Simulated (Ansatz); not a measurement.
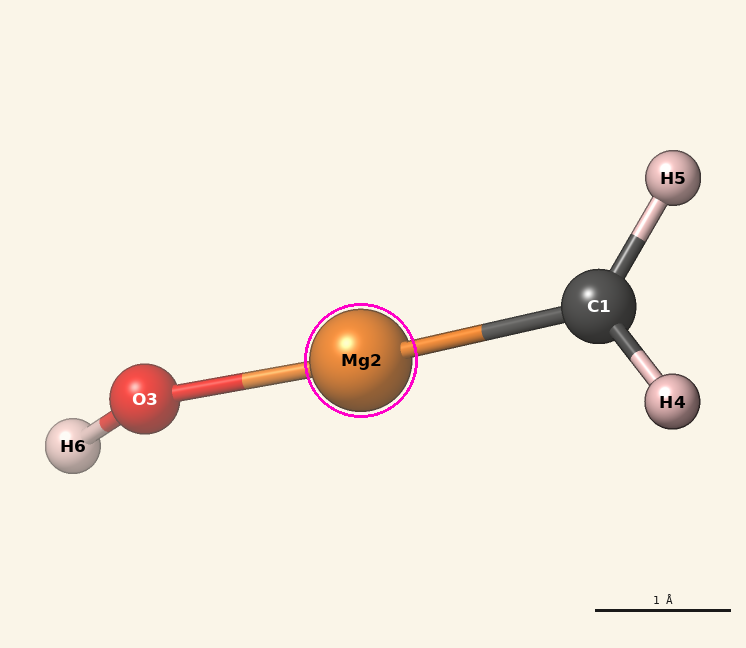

Orthographic view. Distant atoms are faded towards the background colour. State: neutral, doublet. Computed geometry: PBE-D4/def2-SVP optimisation. No frequency run is at hand to confirm it as a minimum.

Question: Which atoms are bonded to the circled atom?

Answer: The circled atom is Mg2; it is bonded to C1, O3.

Question: Which atom is farthest from the viewer?

Answer: H6, 1.7 Å behind the mean position.

Question: Which atom is nearest the viewer?

Answer: H4, 1.4 Å in front of the mean position.
